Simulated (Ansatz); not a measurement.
# Y (model cell, started as body-centred cubic): following an unstable mode

Wanted: the energy along a soft mode of Y (model cell, started as body-centred cubic) and the structure at the end.

Main program and level: Ansatz 0.2.0; DFT PBEsol, scalar-relativistic, plane waves, PAW; PAW set soft_1.

This is not the structure that Y takes at ambient pressure and room temperature (hexagonal, No. 194); it is a model or a phase of other conditions.

**1. Starting point**

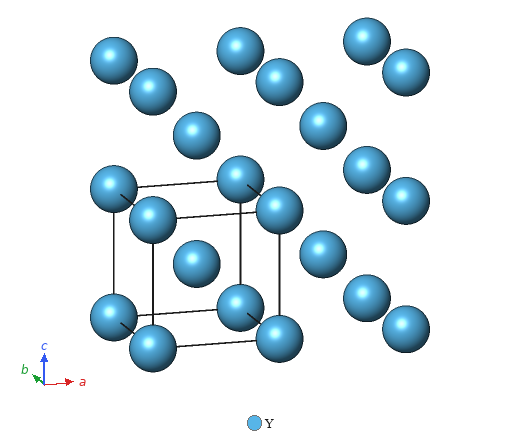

Start, viewed slightly off an axis; yttrium blue. 2×1×2 cells are drawn. This picture shows the conventional cell, with its axes. Some periodic images of atoms are drawn too.

**2. The dispersion**

The cell comes from relaxations at this level that are not shown. Stability and thermal properties need the whole zone. Linear response on a 4×4×4 q mesh gives force constants as far as a supercell of that size would.

The input, input.yaml:

```yaml
crystal:
  lattice:
    - [-1.9863909042, 1.9863909042, 1.9863909042]
    - [1.9863909042, -1.9863909042, 1.9863909042]
    - [1.9863909042, 1.9863909042, -1.9863909042]
  atoms:
    - { symbol: "Y", position: [0.0, 0.0, 0.0] }
kpoints:
  mp_grid: { grid: [16, 16, 16] }
hamiltonian:
  xc: pbesol
  pseudopotentials: { kind: paw, azcp: { folder: soft_1 }, xc_functional: pbe }
scf:
  occupations: { method: methfessel_paxton, width: 0.2 }
output:
  eigenvalues: true
phonons:
  method: dfpt
  qmesh: [4, 4, 4]
  temperatures: { t_max: 1000, t_step: 50 }
  qpath:
    path:
      - [[0.0, 0.0, 0.0], [0.5, -0.5, 0.5], [0.0, 0.0, 0.5], [0.0, 0.0, 0.0], [0.25, 0.25, 0.25], [0.5, -0.5, 0.5]]
      - [[0.25, 0.25, 0.25], [0.0, 0.0, 0.5]]
    npoints: 10
```

Started as:

```sh
$ ansatz run input.yaml --threads 8 --pin off --max-ram 16384MiB --backend cpu --events-out ev --progress --plain --runs-dir out
```

Numbers of over 12 decimals in the logs are rounded to 6 here.

What it wrote:

```text
Engine: ansatz 0.2.0, aarch64-unknown-linux-gnu
Pseudopotentials: kind: paw
Pseudopotential: Y, paw, valence charge 11, recommended cutoff 420 eV (normal), soft_1/Y.paw.azcp
Functional definition: PBEsol
  exchange = pbesol_x
  correlation = pbesol_c
Crystal: 1 atoms, lattice volume = 31.351 Å³
Basis set: ecut = 420 eV, 627 PW (Γ), exchange–correlation on 48×48×48 points (8 copies of the dense FFT grid, shifted against one another)
Bands: 10, of which v1, the nominal top of the filled ones, is band 6 counted from 1 (5 counted from 0)
Symmetry: 48 space group operations
k-points: 145 of 4096
Non-local potential: Y, projectors of the file, l = 0: 3, l = 1: 2, l = 2: 2, l = 3: 1
PAW form: soft (Blöchl's): semilocal exchange-correlation on the pseudo side does not see the compensation charge
PAW frozen core: Y, regenerated for the run's functional, and the local potential with it (the file was generated under x = pbe(κ = 0.804, μ = 0.219515), c = pbe(β = 0.066725))
PAW one-centre angular grid: Y, 590 points (default); XC on 64 Gauss nodes
Initial density: superposition of atomic densities (chi_scale 0.1, normalization cell)
Initial wavefunctions: pseudopotential atomic-orbital guess
Functional: x = pbesol(κ = 0.804, μ = 0.123457), c = pbesol(β = 0.046)
SCF iter   1: F=—  HF=-3795.002062 eV  |F-HF|=—  |Δ(HF+E_count)|=         —  Δρ=1.53e-2  dr2=1.12e-1  ethr=3.10e-3  ⟨swp⟩=4.9  Hψ=8131  notcnv=0
preconditioner: auto → Kerker (q_TF=auto, 2.291 Å⁻¹)  [metal: Δε(μ)=0.023 eV  Ē_g=4.591 eV  σ=0.200 eV  W_gap=0.10  n_scr=12 (ndim 8)  ℏωp=11.5 eV  f_vac=0.000  D(μ)=2.54/eV (n_scr^D=18)]
SCF iter   2: F=—  HF=-3794.979228 eV  |F-HF|=—  |Δ(HF+E_count)|=   2.28e-2  S|Δr|=    0.00e0  Δρ=9.67e-3  dr2=4.51e-2  ethr=1.02e-3  ⟨swp⟩=1.0  Hψ=2610  notcnv=0
SCF iter   3: F=—  HF=-3794.964891 eV  |F-HF|=—  |Δ(HF+E_count)|=   1.43e-2  S|Δr|=    0.00e0  Δρ=1.35e-3  dr2=4.98e-4  ethr=4.10e-4  ⟨swp⟩=2.6  Hψ=2220  notcnv=0
SCF iter   4: F=—  HF=-3794.964881 eV  |F-HF|=—  |Δ(HF+E_count)|=   1.02e-5  S|Δr|=    0.00e0  Δρ=1.87e-4  dr2=7.47e-6  ethr=4.52e-6  ⟨swp⟩=1.5  Hψ=1611  notcnv=0
SCF iter   5: F=—  HF=-3794.964882 eV  |F-HF|=—  |Δ(HF+E_count)|=   8.27e-7  S|Δr|=    0.00e0  Δρ=3.89e-5  dr2=1.97e-7  ethr=6.79e-8  ⟨swp⟩=2.4  Hψ=2274  notcnv=0
SCF iter   6: F=—  HF=-3794.964882 eV  |F-HF|=—  |Δ(HF+E_count)|=   2.95e-7  S|Δr|=    0.00e0  Δρ=4.09e-6  dr2=2.85e-9  ethr=1.79e-9  ⟨swp⟩=1.9  Hψ=2132  notcnv=0
SCF iter   7: F=—  HF=-3794.964882 eV  |F-HF|=—  |Δ(HF+E_count)|=   1.63e-9  S|Δr|=    0.00e0  Δρ=7.95e-7  dr2=1.23e-10  ethr=2.59e-11  ⟨swp⟩=2.0  Hψ=2151  notcnv=0
SCF iter   8: F=-3794.964882 eV  HF=-3794.964882 eV  |F-HF|=4.55e-13  |Δ(HF+E_count)|=  5.59e-11  S|Δr|=    0.00e0  Δρ=7.87e-8  dr2=1.03e-12  ethr=1.00e-12  ⟨swp⟩=5.6  Hψ=5651  notcnv=0
the search or the solves at the SCF's close seem to have found levels that the self-consistency loop had missed (the run counts 2). By its estimate they hold under 1e-12 electrons; where the run keeps them, the occupations were computed again with them
SCF 1 converged in 8 iterations: F = -3794.964882 eV  dr2 = 1.03e-12
  greatest PAW one-centre occupation: 0.993 electrons in one spin orbital (limit 2), on the Y atom at site 0 (counted from 0), in its partial waves of l = 0
NSCF: frozen V_eff on 145 k-points
NSCF: frozen V_eff on 349 k-points
DFPT response loops at q = (0, 0, 0) (fractional): preconditioner auto → Kerker (q_TF=auto, 2.291 Å⁻¹) (partly filled bands, converged f_vac=0.000); β = 1.00, the filter's whole step (`scf.mixing.beta` (0.50) is not read by the response loops under this deck's `scf.mixing.preconditioner`; to damp them name `kerker` or `kerker_dos`, under which they read `scf.mixing.beta`, and type it under 1.00, their step now; both keys bind the ground state too); Broyden in place of MSR1
NSCF: frozen V_eff on 4352 k-points
DFPT response loops at q = (0, 0, 0.25) (fractional): mixed as the last ones told, above
NSCF: frozen V_eff on 2196 k-points
DFPT response loops at q = (0, 0, -0.5) (fractional): mixed as the last ones told, above
NSCF: frozen V_eff on 8192 k-points
DFPT response loops at q = (0, 0.25, 0.25) (fractional): mixed as the last ones told, above
NSCF: frozen V_eff on 1178 k-points
DFPT response loops at q = (0.25, 0.25, 0.25) (fractional): mixed as the last ones told, above
NSCF: frozen V_eff on 2320 k-points
DFPT response loops at q = (0.25, 0.25, -0.25) (fractional): mixed as the last ones told, above
NSCF: frozen V_eff on 4352 k-points
DFPT response loops at q = (0.25, -0.5, -0.5) (fractional): mixed as the last ones told, above
NSCF: frozen V_eff on 698 k-points
DFPT response loops at q = (-0.5, -0.5, -0.5) (fractional): mixed as the last ones told, above
SCF converged after 8 iterations
Stability not checked: this state was not tested for a lower state beside it, because cold or Methfessel-Paxton smearing, or corrected tetrahedra, fill the levels in a way that the test cannot read (fill_not_monotonic; see scf.lower_state_search)
Free energy (F): -3794.964882 eV
Harris-Foulkes:  -3794.964882 eV  (|F-HF|=4.55e-13)
Internal energy: -3794.962609 eV  (E = F + TS)
E sigma→0 (E₀):  -3794.964314 eV
Entropy (-TS):   -0.002273 eV (-2.273 meV/atom)
Fermi energy:    9.936092 eV
--- Per-component energies (eV) ---
  E_band       = -115.454682
  E_kinetic    = 315.811215
  E_local      = -585.705563  (includes V_loc(G=0)·N_el)
  E_nonlocal   = 28.620918
  E_hartree    = 184.933296
  E_xc         = -176.883000
  E_vxc        = -204.446742  (∫ρ·V_xc dr)
  E_paw        = -2763.852467  (= ΣΔE_a)
  E_vpaw       = -39.601123  (= ΣTr[D̂ρ^β])
  E_aug_tail   = 0.000023  (compensation charges beyond the density's cutoff)
  E_ewald      = -798.035804
  E_core_change = 0.148773  (= ΣΔE_core)
  E_smearing   = -0.002273  (= −TS)
  E_closure    = -0.000000  (closes the sum)
  Σ components = -3794.964882   (vs F -3794.964882, Δ=0.00e0)
--- Band table (eV; the first three rows and the last of 145) ---
  k-point 0: bands = ["-32.6858", "-12.3756", "-12.3756", "-12.3756", "5.0705", "11.6257", "11.6257", "11.6257", "13.6723", "13.6723"]
  k-point 1: bands = ["-32.6826", "-12.4019", "-12.3836", "-12.3757", "5.1776", "11.5450", "11.5908", "11.7302", "13.5424", "13.6690"]
  k-point 2: bands = ["-32.6736", "-12.4761", "-12.4066", "-12.3761", "5.4881", "11.3291", "11.4439", "12.0402", "13.3084", "13.6694"]
  k-point 144: bands = ["-32.5413", "-12.8245", "-12.8245", "-12.8245", "8.3557", "8.3557", "15.4884", "15.4884", "15.4884", "15.6395"]
--- Phonons (Γ-DFPT): 1 representative perturbation + reference (Σ response iterations 3) ---
  ASR residual: 6.544e-7 → 0.000e0 eV/Å²; symmetrization residual: 1.895e-13 eV/Å²
  ASR residual per site (eV/Å²): 6.54e-7
  Γ frequencies (cm⁻¹): 0.00 0.00 0.00
--- Phonons (arbitrary-q DFPT): 8 irreducible q on the 4×4×4 mesh ---
  q = [0.0000, 0.0000, 0.0000] (star 1, of the zone-centre solve; hermiticity 8.51e-8, symmetrization 2.90e-7): 0.00 0.00 0.00
  q = [0.0000, 0.0000, 0.2500] (star 12, 2 solved perturbations in 3336 linear systems a pass and spin channel, the states on 2176 of 4096 k-point pairs; hermiticity 1.63e-13, symmetrization 7.71e-13): -51.05 57.16 89.44
  q = [0.0000, 0.0000, -0.5000] (star 6, 2 solved perturbations in 1719 linear systems a pass and spin channel, the states on 1098 of 4096 k-point pairs; hermiticity 2.20e-8, symmetrization 1.13e-8): -73.11 81.34 123.98
  q = [0.0000, 0.2500, 0.2500] (star 24, 2 solved perturbations in 6272 linear systems a pass and spin channel, the states on 4096 of 4096 k-point pairs; hermiticity 5.43e-6, symmetrization 1.28e-13): -64.68 88.75 122.36
  q = [0.2500, 0.2500, 0.2500] (star 2, 1 solved perturbation on 589 of 4096 k-point pairs; hermiticity 7.38e-14, symmetrization 3.46e-13): 95.42 95.42 95.42
  q = [0.2500, 0.2500, -0.2500] (star 6, 2 solved perturbations in 1808 linear systems a pass and spin channel, the states on 1160 of 4096 k-point pairs; hermiticity 2.81e-13, symmetrization 4.47e-13): 48.81 75.77 75.77
  q = [0.2500, -0.5000, -0.5000] (star 12, 2 solved perturbations in 3336 linear systems a pass and spin channel, the states on 2176 of 4096 k-point pairs; hermiticity 1.63e-8, symmetrization 7.21e-9): 61.79 105.89 136.58
  q = [-0.5000, -0.5000, -0.5000] (star 1, 1 solved perturbation on 349 of 4096 k-point pairs; hermiticity 9.96e-9, symmetrization 4.98e-9): 139.42 139.42 139.42
  sum rule: each row above includes the acoustic sum rule's correction from the zone centre's row sums; it moved no ω² by more than (0.04 cm⁻¹)²
  mesh force constants: q→R imaginary residual 0.00e0; ASR residual 6.544e-7 → 0.000e0 eV/Å²; symmetrization residual 1.332e-15 eV/Å²
  interpolated dispersion: 62 rows × 3 modes
  density of states and harmonic sums: on the 24×24×24 q-mesh, interpolated from the force constants of a 4×4×4 supercell (no non-analytic term)
  largest difference from the sums on the solved wave vectors: F 8.68e-3 eV, S 1.58e-5 and C_V 7.08e-6 eV/K
  zero-point energy: 0.013018 eV/cell   skipped modes (ω ≤ 0): 303, of them read as no rigid motion or as one in doubt: 300 (7.852e-1 modes/cell left out, lowest -73.11 cm⁻¹)   left out of the sums: 2.62e-1 of the cell's modes: C_V's classical limit lies that fraction below 3 k_B per atom; for a crystal, a wire or a layer, F and S can be off by more, and a phonons.interpolated_qmesh denser along its periods is the remedy for the sampling
```

Elapsed: 61 s, on 8 threads of Arm Neoverse V1, shared host; peak memory 2.7 GiB; 7.4 min of CPU time.

Numbers from this step:

| Property | Result |
| --- | --- |
| volume per atom | 31.35 Å³ |
| gap on the k-mesh | 0 eV |
| sum-rule residual before enforcement | 6.54e-7 eV/Å² |
| lowest frequency on the path | -73.11 cm⁻¹ |
| highest frequency on the path or at a solved wavevector | 140.2 cm⁻¹ |
| lowest mode on the q mesh (acoustic modes at Γ apart) | -73.11 cm⁻¹ |

Frequencies (cm⁻¹) solved at each irreducible wavevector; negative means imaginary. Frequencies by wavevector, by row:

| q in reciprocal lattice units | star | mode 1 | mode 2 | mode 3 |
| --- | --- | --- | --- | --- |
| 0 0 0 | 1 | 0 | 0 | 0 |
| 0 0 0.25 | 12 | -51 | 57.2 | 89.4 |
| 0 0 -0.5 | 6 | -73.1 | 81.3 | 124 |
| 0 0.25 0.25 | 24 | -64.7 | 88.8 | 122.4 |
| 0.25 0.25 0.25 | 2 | 95.4 | 95.4 | 95.4 |
| 0.25 0.25 -0.25 | 6 | 48.8 | 75.8 | 75.8 |
| 0.25 -0.5 -0.5 | 12 | 61.8 | 105.9 | 136.6 |
| -0.5 -0.5 -0.5 | 1 | 139.4 | 139.4 | 139.4 |

Interpolated from a 4×4×4 q mesh. Phonon branches along the path, in cm⁻¹:

| point | branch 1 | branch 2 | branch 3 |
| --- | --- | --- | --- |
| Γ | 0 | 0 | 0 |
| H | 139 | 139 | 139 |
| N | -73 | 81 | 124 |
| Γ | 0 | 0 | 0 |
| P | 95 | 95 | 95 |
| H | 139 | 139 | 139 |
| jump to P | 95 | 95 | 95 |
| N | -73 | 81 | 124 |

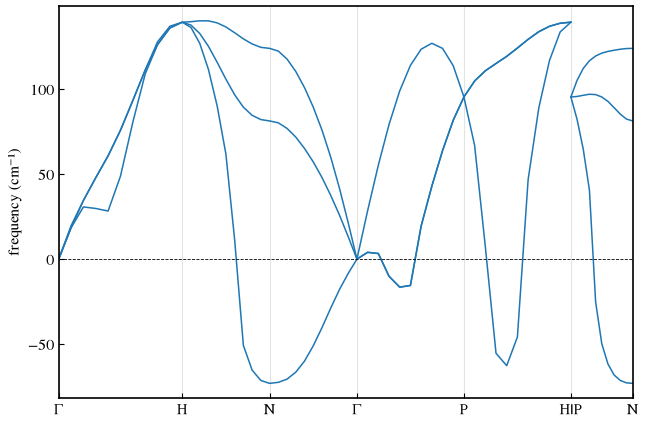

Phonon branches along the path.

Symmetry leaves 8 wavevectors to solve. The lowest mode among them, the acoustic zeros apart, lies at q = (0, 0, -0.5) and is imaginary, 73.1i cm⁻¹, so the energy falls along it.

**3. The mode frozen in, largest atomic shift 0 Å**

The mode followed lies at q = (0, 0.25, 0.25) with frequency 64.7i cm⁻¹, one of the unstable modes though not the softest. At small amplitude the distorted cell has space group no. 11 by a symmetry search on the positions. The undistorted cell that holds it gives the zero of energy on the same k mesh.

System of this step: Y (model cell, started as body-centred cubic). Symmetry: Im-3m, No. 229, cubic system. The conventional cell has a = 3.973 Å, b = 3.973 Å, c = 3.973 Å, α = 90.00°, β = 90.00°, γ = 90.00°. Nearest to Y lie 8 Y at 3.44 Å.

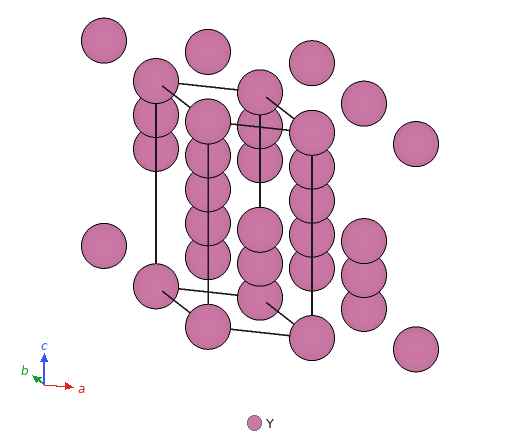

The cell of this step (yttrium pink). 2×2×1 cells are drawn. Some periodic images of atoms are drawn too.

input.yaml, the sections that differ from step 2:

```yaml
crystal:
  lattice:
    - [-1.9863909042, 1.9863909042, 1.9863909042]
    - [0.0, -3.9727818084, 3.9727818084]
    - [5.9591727126, 1.9863909042, 1.9863909042]
  atoms:
    - { symbol: "Y", position: [0.0, 0.0, 0.0] }
    - { symbol: "Y", position: [0.75, 0.5, 0.25] }
    - { symbol: "Y", position: [0.5, 0.0, 0.5] }
    - { symbol: "Y", position: [0.25, 0.5, 0.75] }
kpoints:
  mp_grid: { grid: [12, 8, 8] }
output:
  forces: true
  stress: true
  eigenvalues: true
# hamiltonian, scf: as in step 2
# phonons: removed
```

What it wrote:

```text
[...]
Crystal: 4 atoms, lattice volume = 125.405 Å³
Basis set: ecut = 420 eV, 2459 PW (Γ), exchange–correlation on 48×80×90 points (8 copies of the dense FFT grid, shifted against one another)
Bands: 27, of which v1, the nominal top of the filled ones, is band 22 counted from 1 (21 counted from 0)
Symmetry: 16 space group operations
[...]
k-points: 250 of 768
[...]
k-point 0: bands = [... 18 lower, 8.4819, 8.4819, 9.7757, 9.7757, 10.0565, 10.2953, 10.2953, 10.8253, ... 6 higher]
  k-point 1: bands = [... 18 lower, 7.9721, 8.8960, 9.7032, 9.9480, 10.0597, 10.1637, 10.3907, 10.7463, ... 6 higher]
  k-point 2: bands = [... 18 lower, 8.1684, 9.1994, 9.7302, 9.9419, 10.0529, 10.2114, 10.5189, 10.5442, ... 6 higher]
  k-point 249: bands = [... 18 lower, 8.8033, 8.8033, 9.3345, 9.3345, 10.0561, 10.0561, 10.8254, 10.8254, ... 6 higher]
[key lines of the parts left out:]
SCF converged after 6 iterations
Free energy (F): -15179.859064 eV
Fermi energy:    9.937721 eV
P = ⅓ Tr σ = -0.0015 GPa (-0.015 kbar)
```

Elapsed: 7.4 s, on 8 threads; peak memory 1 GiB.

This step gave:

```yaml
pressure: -0.001495 GPa
energy_from_the_undistorted_cell: 0 meV/atom
```

The run ends at a pressure of 0.00 GPa.

**4. The mode frozen in, largest atomic shift 0.22 Å**

The atoms are moved along the unstable eigenvector, the largest shift by 0.22 Å, with the cell fixed.

input.yaml, the sections that differ from step 3:

```yaml
crystal:
  lattice:
    - [-1.9863909042, 1.9863909042, 1.9863909042]
    - [0.0, -3.9727818084, 3.9727818084]
    - [5.9591727126, 1.9863909042, 1.9863909042]
  atoms:
    - { symbol: "Y", position: [-0.0588551801, 0.0, 0.0087577873] }
    - { symbol: "Y", position: [0.8088551801, 0.5, 0.2412422127] }
    - { symbol: "Y", position: [0.5588551801, 0.0, 0.4912422127] }
    - { symbol: "Y", position: [0.1911448199, 0.5, 0.7587577873] }
# kpoints, hamiltonian, scf, output: as in step 3
```

What it wrote:

```text
[...]
Crystal: 4 atoms, lattice volume = 125.405 Å³
Basis set: ecut = 420 eV, 2459 PW (Γ), exchange–correlation on 48×80×90 points (8 copies of the dense FFT grid, shifted against one another)
Bands: 27, of which v1, the nominal top of the filled ones, is band 22 counted from 1 (21 counted from 0)
Symmetry: 4 space group operations
[...]
k-points: 250 of 768
[...]
k-point 0: bands = [... 18 lower, 8.4885, 8.5103, 9.7665, 9.7694, 10.1503, 10.1863, 10.4259, 10.8368, ... 1 higher]
  k-point 1: bands = [... 18 lower, 7.9976, 8.8877, 9.7007, 9.9349, 10.0594, 10.2788, 10.3941, 10.7585, ... 1 higher]
  k-point 2: bands = [... 18 lower, 8.1915, 9.1104, 9.7313, 9.9491, 10.1838, 10.1945, 10.5060, 10.5587, ... 1 higher]
  k-point 249: bands = [... 18 lower, 8.8722, 8.8722, 9.2741, 9.2741, 10.1299, 10.1299, 10.6475, 10.6475, ... 1 higher]
[key lines of the parts left out:]
SCF converged after 7 iterations
Free energy (F): -15179.916459 eV
Fermi energy:    9.867010 eV
P = ⅓ Tr σ = -0.1705 GPa (-1.705 kbar)
```

Run time: 6.2 s. Hardware: 8 threads; peak memory 0.9 GiB.

This step gave:

```yaml
pressure: -0.1705 GPa
energy_from_the_undistorted_cell: -14.29 meV/atom
```

The energy, extrapolated to zero smearing, is -14.29 meV/atom against the undistorted cell.

The run ends at a pressure of -0.17 GPa, with forces up to 0.32 eV/Å.

**5. Energy along the mode, all amplitudes (two of the runs are shown above)**

An imaginary frequency means negative curvature, so the energy should fall and then rise again as anharmonic terms take over.

Numbers from this step:

```yaml
depth_at_the_lowest_point_sampled: 14.29 meV/atom
largest_atomic_shift_at_that_point: 0.22 Å
```

Table of energy from the parent by largest atomic shift:

| largest atomic shift (Å) | energy from the parent (meV/atom) |
| --- | --- |
| 0.000 | 0 |
| 0.040 | -1.13 |
| 0.080 | -4.06 |
| 0.140 | -9.59 |
| 0.220 | -14.3 |
| 0.320 | -8.82 |
| 0.450 | 27.4 |

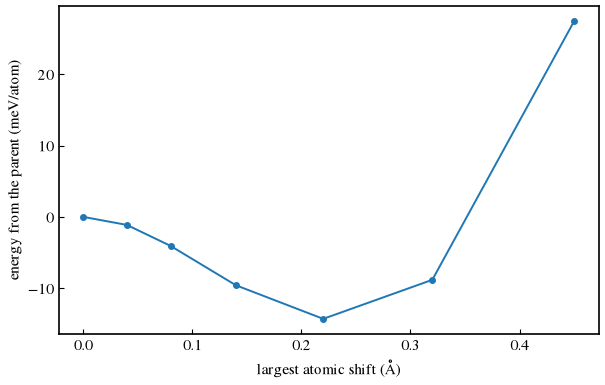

Energy from the parent, plotted against largest atomic shift.

Displacement at unit largest shift by atom:

| atom | x (Å) | y (Å) | z (Å) | size |
| --- | --- | --- | --- | --- |
| Y1 | 0.769 | -0.452 | -0.452 | 1.000 |
| Y2 | -0.769 | 0.452 | 0.452 | 1.000 |
| Y3 | -0.769 | 0.452 | 0.452 | 1.000 |
| Y4 | 0.769 | -0.452 | -0.452 | 1.000 |

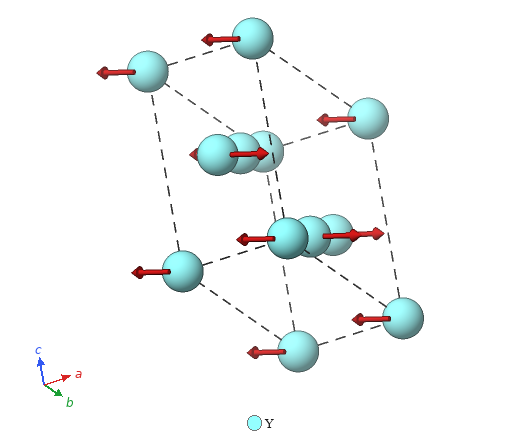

Displacement at unit largest shift as arrows, the longest 1.000 Å. Some periodic images of atoms are drawn too.

The lowest of the steps tried is at 0.22 Å, 14.3 meV/atom below the parent; the bottom of the well need not coincide with a step.

(Continued in part 2 of 2.)

[Logs are printed without paths, hosts, clocks, repeated set-up lines and the standing remarks that a program may print on its own settings, such as how far it seeks lower states.]

[Hosts, paths, dates, database ids (printed as entryN), source tags and the programs' standing remarks are cut or masked in the printed files.]
